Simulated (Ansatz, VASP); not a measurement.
# W: VASP beside Ansatz

Wanted: the spread between two codes on one cell, functional and k mesh.

Calculated with Ansatz 0.2.0; plane waves, with VASP 6.6.1 beside it; relaxation of cell and atoms at LDA.

**1. Set-up**

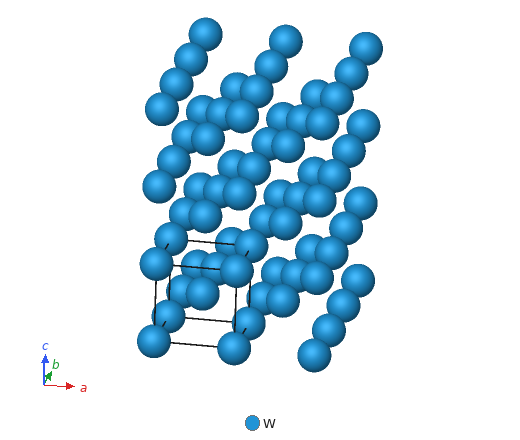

The cell as given, slightly off an axis (tungsten blue). 2×3×3 cells are drawn. Some periodic images of atoms are drawn too.

**2. Ansatz: relaxation of cell and atoms, LDA**

Ansatz runs on its default PAW (the set named soft_2) files.

The relaxed volume is the usual yardstick between codes: its relative difference is about their pressure difference at one cell divided by the bulk modulus.

File input.yaml:

```yaml
crystal:
  lattice:
    - [3.1287202977, 0.0, 0.0]
    - [0.0, 3.1287202977, 0.0]
    - [0.0, 0.0, 3.1287202977]
  atoms:
    - { symbol: W, position: [0.0, 0.0, 0.0] }
    - { symbol: W, position: [0.5, 0.5, 0.5] }
hamiltonian:
  xc: lda
  pseudopotentials: { kind: paw }
kpoints:
  mp_grid: { grid: [14, 14, 14] }
scf:
  occupations: { method: methfessel_paxton, width: 0.15 }
relax:
  f_tol: 0.01
  max_steps: 60
  cell: { stress_tol: 0.05 }
output:
  forces: true
  stress: true
```

Started as:

```
$ ansatz run input.yaml --threads 4 --pin off --max-ram 9216MiB --backend cpu --events-out ev --progress --plain --runs-dir out
```

Numbers of over 12 decimals in the logs are rounded to 6 here.

Log:

```text
Engine: ansatz 0.2.0, aarch64-unknown-linux-gnu
Pseudopotentials: kind: paw
Pseudopotential: W, paw, valence charge 14, recommended cutoff 420 eV (normal), W.paw.azcp
Functional definition: SPW92
  exchange = slater_x
  correlation = pw_c
Crystal: 2 atoms, lattice volume = 30.627 Å³
Basis set: ecut = 420 eV, 619 PW (Γ)
Bands: 18, of which v1, the nominal top of the filled ones, is band 14 counted from 1 (13 counted from 0)
Symmetry: 96 space group operations
Space group: Im-3m (ITA 229), of the structure as read, at distance tolerance 3.1e-5 Å
k-points: 120 of 2744
Non-local potential: W, projectors of the file, l = 0: 3, l = 1: 2, l = 2: 2, l = 3: 1
PAW form: soft (Blöchl's): semilocal exchange-correlation on the pseudo side does not see the compensation charge
PAW frozen core: W, regenerated for the run's functional, and the local potential with it (the file was generated under x = pbe(κ = 0.804, μ = 0.219515), c = pbe(β = 0.066725))
PAW one-centre angular grid: W, 590 points (default); XC on 64 Gauss nodes
Initial density: superposition of atomic densities (neutral atoms: chi_scale 0, normalization atom), corrected by the library's trained network
Initial wavefunctions: pseudopotential atomic-orbital guess
Functional: x = slater, c = lda
SCF iter   1: F=—  HF=-20259.688366 eV  |F-HF|=—  |Δ(HF+E_count)|=         —  Δρ=4.94e-3  dr2=5.15e-3  ethr=1.77e-3  ⟨swp⟩=5.0  Hψ=8899  notcnv=0
preconditioner: auto → none  [metal: Δε(μ)=0.017 eV  Ē_g=5.774 eV  σ=0.150 eV  W_gap=0.10  n_scr=6 (ndim 8)  ℏωp=23.2 eV  f_vac=0.000  D(μ)=1.41/eV (n_scr^D=18)  sad-step TF]
SCF iter   2: F=—  HF=-20259.688061 eV  |F-HF|=—  |Δ(HF+E_count)|=   3.05e-4  S|Δr|=    0.00e0  Δρ=3.05e-3  dr2=1.99e-3  ethr=1.84e-5  ⟨swp⟩=2.0  Hψ=3576  notcnv=0
SCF iter   3: F=—  HF=-20259.687549 eV  |F-HF|=—  |Δ(HF+E_count)|=   5.12e-4  S|Δr|=    0.00e0  Δρ=2.62e-4  dr2=9.02e-6  ethr=7.10e-6  ⟨swp⟩=2.7  Hψ=3742  notcnv=0
SCF iter   4: F=—  HF=-20259.687543 eV  |F-HF|=—  |Δ(HF+E_count)|=   5.92e-6  S|Δr|=    0.00e0  Δρ=7.70e-5  dr2=1.42e-6  ethr=3.22e-8  ⟨swp⟩=2.0  Hψ=3851  notcnv=0
SCF iter   5: F=-20259.687542 eV  HF=-20259.687542 eV  |F-HF|=3.95e-8  |Δ(HF+E_count)|=   6.60e-7  S|Δr|=    0.00e0  Δρ=1.65e-5  dr2=4.91e-8  ethr=3.57e-10  ⟨swp⟩=3.1  Hψ=8811  notcnv=0
SCF 1 converged in 5 iterations: F = -20259.687542 eV  dr2 = 4.91e-8
  greatest PAW one-centre occupation: 1.000 electrons in one spin orbital (limit 2), on the W atom at site 1 (counted from 0), in its partial waves of l = 0
relax step   1: F+E_penalty+E_count = -20259.68754203 eV  Δ(F+E_penalty+E_count) = +0.000e0 eV  max|allowed force component| = 1.617e-29 eV/Å  Δτ_max = 0.0000 Å  P = +2.123 GPa  Ω = 30.627 Å³  (5 SCF iters, dr2 threshold 1.00e-7 eV, accepted)
[...]
relax step   2: F+E_penalty+E_count = -20259.68015636 eV  Δ(F+E_penalty+E_count) = +7.386e-3 eV  max|allowed force component| = 1.502e-29 eV/Å  Δτ_max = 0.0000 Å  P = -5.273 GPa  Ω = 31.326 Å³  energy of the carried Pulay correction = -1.793e-4 eV  (3 SCF iters, dr2 threshold 2.00e-7 eV, rejected (line search))
[...]
relax step   3: F+E_penalty+E_count = -20259.68875732 eV  Δ(F+E_penalty+E_count) = -1.215e-3 eV  max|allowed force component| = 2.482e-30 eV/Å  Δτ_max = 0.0000 Å  P = -0.058 GPa  Ω = 30.824 Å³  energy of the carried Pulay correction = -5.104e-5 eV  (5 SCF iters, accepted)
[...]
relax step   4: F+E_penalty+E_count = -20259.68875966 eV  Δ(F+E_penalty+E_count) = -2.342e-6 eV  max|allowed force component| = 3.024e-30 eV/Å  Δτ_max = 0.0000 Å  P = +0.001 GPa  Ω = 30.819 Å³  energy of the carried Pulay correction = -4.965e-5 eV  (2 SCF iters, dr2 threshold 8.28e-9 eV, accepted)
[...]
relax step   5: F+E_penalty+E_count = -20259.68880097 eV  Δ(F+E_penalty+E_count) = -4.131e-5 eV  max|allowed force component| = 4.372e-30 eV/Å  Δτ_max = 0.0000 Å  P = +0.001 GPa  Ω = 30.819 Å³  stress off target by 1.14e-3 GPa  SCF on the basis re-selected at this cell (its energy is not comparable with the rows above)  (4 SCF iters)
basis re-selected at this cell: Δ(F+E_penalty+E_count) = -4.131e-5 eV, ΔP = +0.000 GPa vs the last step (what re-selecting the basis moved, of the pressure what is left beyond the Pulay correction that the steps carried, after the strain that the cell walked since its last selection, with what the two solves' SCF thresholds leave and, on support functions, any second-order correction that the steps lacked; it is no m [...]
SCF converged after 4 iterations
Stability not checked: this state was not tested for a lower state beside it, because cold or Methfessel-Paxton smearing, or corrected tetrahedra, fill the levels in a way that the test cannot read (fill_not_monotonic; see scf.lower_state_search)
Free energy (F): -20259.688801 eV
Harris-Foulkes:  -20259.688801 eV  (|F-HF|=3.64e-12)
Internal energy: -20259.687413 eV  (E = F + TS)
E sigma→0 (E₀):  -20259.688454 eV
Entropy (-TS):   -0.001388 eV (-0.694 meV/atom)
Fermi energy:    23.089852 eV
--- Per-component energies (eV) ---
  E_band       = -152.455020
  E_kinetic    = 904.125649
  E_local      = -1171.311779  (includes V_loc(G=0)·N_el)
  E_nonlocal   = 12.728059
  E_hartree    = 420.997801
  E_xc         = -531.318045
  E_vxc        = -479.453745  (∫ρ·V_xc dr)
  E_paw        = -16619.464724  (= ΣΔE_a)
  E_vpaw       = -260.538720  (= ΣTr[D̂ρ^β])
  E_aug_tail   = -0.000140  (compensation charges beyond the density's cutoff)
  E_ewald      = -3276.010540
  E_core_change = 0.566306  (= ΣΔE_core)
  E_smearing   = -0.001388  (= −TS)
  E_closure    = 0.000000  (closes the sum)
  Σ components = -20259.688801   (vs F -20259.688801, Δ=0.00e0)
--- Forces (eV/Å), atoms counted from 1 ---
  atom   1  W      0.00000000    -0.00000000     0.00000000
  atom   2  W     -0.00000000    -0.00000000     0.00000000
  max |Σ_I F_I| component: 2.04e-29 eV/Å
--- Stress (GPa, compression-positive) ---
        0.001135      -0.000000       0.000000
       -0.000000       0.001135      -0.000000
        0.000000      -0.000000       0.001135
  P = ⅓ Tr σ = 0.0011 GPa (0.011 kbar)
--- Relaxed structure (4 steps of the walk, 3 accepted, 1 SCFs on fresh bases) ---
  F+E_penalty+E_count = -20259.68880097 eV   max|allowed force component| = 4.372e-30 eV/Å   (the final SCF, on the basis selected at the relaxed cell)
  cell:  # Å, volume = 30.8189 Å³
    - [3.135252, 0, 0]
    - [0, 3.135252, 0]
    - [0, 0, 3.135252]
  atoms:
    - { symbol: W, position: [0.0, 0.0, 0.0] }
    - { symbol: W, position: [0.5, 0.5, 0.5] }
```

Wall time 3.4 s (4 threads of Arm Neoverse V2, shared host); peak memory 0.34 GiB; 11 s of CPU time.

**3. VASP: relaxation of cell and atoms, LDA**

The same cell, functional (in two slightly different forms), mesh and smearing now go to VASP, with its own data sets and cutoff.

Lines of VASP's logs that name or quote its potential files are left out, and so is its time.

File INCAR:

```
SYSTEM = W
PREC = Accurate
ENCUT = 500
EDIFF = 1E-07
NELM = 100
ISMEAR = 1
SIGMA = 0.15
LREAL = .FALSE.
ALGO = Normal
GGA = CA
NBANDS = 12
LASPH = .TRUE.
LORBIT = 11
LWAVE = .FALSE.
LCHARG = .FALSE.
KPAR = 4
IBRION = 2
NSW = 50
ISIF = 3
EDIFFG = -0.003
```

File POSCAR:

```
W
1.0
    3.1287202977      0.0000000000      0.0000000000
    0.0000000000      3.1287202977      0.0000000000
    0.0000000000      0.0000000000      3.1287202977
W
2
Direct
    0.0000000000      0.0000000000      0.0000000000
    0.5000000000      0.5000000000      0.5000000000
```

File KPOINTS:

```
Automatic mesh
0
Gamma
14 14 14
0 0 0
```

The projector-augmented-wave data sets are W (LDA family, release 64).

Started as:

```
$ mpirun -np 4 vasp_std
```

Log:

```text
[banner, memory and clock lines left out]
running    4 mpi-ranks, on    1 nodes
 distrk:  each k-point on    1 cores,    4 groups
 distr:  one band on    1 cores,    1 groups

 POSCAR found type information on POSCAR W
 POSCAR found :  1 types and       2 ions
 LDA part: xc-table for (Slater(with rela. corr.)+CA(PZ))
 , standard interpolation
 POSCAR, INCAR and KPOINTS ok, starting setup
 FFT: planning ... GRIDC
 FFT: planning ... GRID_SOFT
 FFT: planning ... GRID
 WAVECAR not read
 entering main loop
       N       E                     dE             d eps       ncg     rms          rms(c)
DAV:   1     0.263498319609E+02    0.26350E+02   -0.53713E+03  2880   0.848E+02
DAV:   2    -0.276020845124E+02   -0.53952E+02   -0.49702E+02  3664   0.206E+02
DAV:   3    -0.297940130431E+02   -0.21919E+01   -0.21299E+01  3404   0.360E+01
DAV:   4    -0.298120187293E+02   -0.18006E-01   -0.17991E-01  3232   0.305E+00
DAV:   5    -0.298121019002E+02   -0.83171E-04   -0.83168E-04  3324   0.193E-01    0.303E+01
DAV:   6    -0.287984656219E+02    0.10136E+01   -0.69252E-01  3116   0.576E+00    0.149E+01
DAV:   7    -0.284149926214E+02    0.38347E+00   -0.72784E-01  3248   0.587E+00    0.424E-01
DAV:   8    -0.284107131460E+02    0.42795E-02   -0.44355E-03  2996   0.479E-01    0.185E-01
DAV:   9    -0.284099045894E+02    0.80856E-03   -0.43987E-04  3368   0.110E-01    0.245E-02
DAV:  10    -0.284099160267E+02   -0.11437E-04   -0.12188E-05  3048   0.262E-02    0.936E-03
DAV:  11    -0.284099154098E+02    0.61687E-06   -0.29927E-07  3352   0.501E-03    0.404E-04
DAV:  12    -0.284099154251E+02   -0.15263E-07   -0.28063E-09  1576   0.581E-04
   1 F= -.28409915E+02 E0= -.28409463E+02  d E =-.284099E+02
 curvature:   0.00 expect dE= 0.000E+00 dE for cont linesearch  0.000E+00
 trial: gam= 0.00000 g(F)=  0.407E-63 g(S)=  0.154E-10 ort = 0.000E+00 (trialstep = 0.100E+01)
 search vector abs. value=  0.115E-09
 reached required accuracy - stopping structural energy minimisation
```

Parts of OUTCAR (step 3):

```text
ion  position               nearest neighbor table
   1  0.000  0.000  0.000-   2 2.71   2 2.71   2 2.71   2 2.71   2 2.71   2 2.71   2 2.71   2 2.71

  LATTYP: Found a simple cubic cell.
 ALAT       =     3.1287202977

 Subroutine GETGRP returns: Found 48 space group operations
 (whereof 48 operations were pure point group operations)

The static configuration has the point symmetry O_h .

 Found    120 irreducible k-points:

   k-points           NKPTS =    120   k-points in BZ     NKDIM =    120   number of bands    NBANDS=     12

   dimension x,y,z NGX =    24 NGY =   24 NGZ =   24
   dimension x,y,z NGXF=    48 NGYF=   48 NGZF=   48

   ENCUT  =  500.0 eV  36.75 Ry    6.06 a.u.   5.70  5.70  5.70*2*pi/ulx,y,z

   NELECT =      12.0000    total number of electrons

 k-points in reciprocal lattice and weights: Automatic mesh
   0.00000000  0.00000000  0.00000000       0.000
   0.07142857  0.00000000  0.00000000       0.002
   0.14285714  0.00000000  0.00000000       0.002
   0.21428571  0.00000000  0.00000000       0.002
   0.28571429  0.00000000  0.00000000       0.002
   0.35714286  0.00000000  0.00000000       0.002
   0.42857143  0.00000000  0.00000000       0.002
   0.50000000  0.00000000  0.00000000       0.001
   0.07142857  0.07142857  0.00000000       0.004
[...]
0.50000000  0.50000000  0.42857143       0.002
   0.50000000  0.50000000  0.50000000       0.000

 average (electrostatic) potential at core
       1 -37.7163       2 -37.7163

 E-fermi :   8.3089

 k-point     1 :       0.0000    0.0000    0.0000
  band No.  band energies     occupation
    ...
      2       2.0793      2.00000
      3       2.0793      2.00000
      4       6.8691      2.00000
      5       6.8691      2.00000
      6       6.8691      2.00000
      7      10.4559     -0.00000
      8      10.4559     -0.00000
      9      13.5748      0.00000
     10      13.5748      0.00000
     11      13.5748      0.00000
    ...

 k-point     2 :       0.0714    0.0000    0.0000
  band No.  band energies     occupation
    ...
      2       2.1461      2.00000
      3       2.1858      2.00000
      4       6.8567      2.00000
      5       6.8567      2.00000
      6       6.9290      2.00000
      7      10.2551     -0.00000
      8      10.5253     -0.00000
      9      12.9939      0.00000
     10      12.9939      0.00000
     11      13.4448      0.00000
    ...

 k-point     3 :       0.1429    0.0000    0.0000
  band No.  band energies     occupation
    ...
      2       2.3458      2.00000
      3       2.4860      2.00000
      4       6.8306      2.00000
      5       6.8306      2.00000
      6       7.1078      2.00000
      7       9.7022     -0.00000
      8      10.7251     -0.00000
      9      11.8984      0.00000
     10      11.8984      0.00000
     11      13.0750      0.00000
    ...

  Total        0.0000146      0.0000146      0.0000146      0.0000000      0.0000000      0.0000000
  in kB        0.0007632      0.0007632      0.0007632      0.0000000      0.0000000      0.0000000
  external PRESSURE =       0.0007632 kB  Pullay stress =       0.0000000 kB

  energy-cutoff  :      500.00
  volume of cell :       30.63
      direct lattice vectors                 reciprocal lattice vectors
     3.128720298  0.000000000  0.000000000     0.319619495  0.000000000  0.000000000
     0.000000000  3.128720298  0.000000000     0.000000000  0.319619495  0.000000000
     0.000000000  0.000000000  3.128720298     0.000000000  0.000000000  0.319619495

 POSITION                                       TOTAL-FORCE (eV/Angst)
 -----------------------------------------------------------------------------------
      0.00000      0.00000      0.00000         0.000000      0.000000      0.000000
      1.56436      1.56436      1.56436        -0.000000     -0.000000     -0.000000
 -----------------------------------------------------------------------------------
    total drift:                                0.000000      0.000000     -0.000000

  FREE ENERGIE OF THE ION-ELECTRON SYSTEM (eV)
  ---------------------------------------------------
  free  energy   TOTEN  =       -28.4099154251 eV

  energy  without entropy=      -28.4085579270  energy(sigma->0) =      -28.40946293

 reached required accuracy - stopping structural energy minimisation

 total charge
# of ion       s       p       d       tot
------------------------------------------
    1        0.693   0.738   4.250   5.682
    2        0.693   0.738   4.250   5.682
--------------------------------------------------
tot          1.386   1.477   8.501  11.364

[... 3 further parts left out ...]
```

CONTCAR:

```
W
   1.00000000000000
     3.1287202977000002    0.0000000000000000    0.0000000000000000
     0.0000000000000000    3.1287202977000002    0.0000000000000000
     0.0000000000000000    0.0000000000000000    3.1287202977000002
  W
     2
Direct
     0.0000000000000000    0.0000000000000000    0.0000000000000000
     0.5000000000000000    0.5000000000000000    0.5000000000000000
```

**4. Comparison**

Known differences besides the PAW data sets themselves: the two LDA forms differ slightly; both relaxations stop at a tolerance, which leaves soft axes loose, and VASP keeps its plane-wave basis; the data sets hold 28 valence electrons in Ansatz (default PAW (the set named soft_2) files) and 12 in VASP; the cutoff is 420 eV in Ansatz and 500 eV in VASP; Ansatz makes its cores anew for this functional, VASP keeps those of its LDA data sets; Ansatz adds a Pulay correction to the stress that steers its cell, VASP none. Total energies have different zeros and are not compared.

Both answers:

| quantity | Ansatz | VASP | difference |
| --- | --- | --- | --- |
| volume (Å³) | 30.82 | 30.63 | +0.63 % |
| edge a after relaxation, in the typed setting (Å) | 3.135 | 3.129 | +0.21 % |

The walks stopped with 0.00 GPa left in Ansatz and 0.00 GPa in VASP; each walk ends within a tolerance, so the volume difference is uncertain by about these residues over the bulk modulus, most in soft cells.

**5. Summary of results**

```json
{
  "difference in volume (relaxation of cell and atoms, LDA)": "0.63 %"
}
```

**Reading.** The difference in volume is 0.63 % (relaxation of cell and atoms, LDA), within the 1.2 % picked in this series as the mark of a large difference, as far as the stopping tolerances let one tell. How closely two codes agree says nothing of how well the functional describes the real material.

[Lines on the potential files, build, host, timing and source positions are cut from VASP's logs without a mark.]

[Logs are printed without paths, hosts, clocks, repeated set-up lines and the standing remarks that a program may print on its own settings, such as how far it seeks lower states.]

[Hosts, paths, dates, database ids (printed as entryN), source tags and the programs' standing remarks are cut or masked in the printed files.]
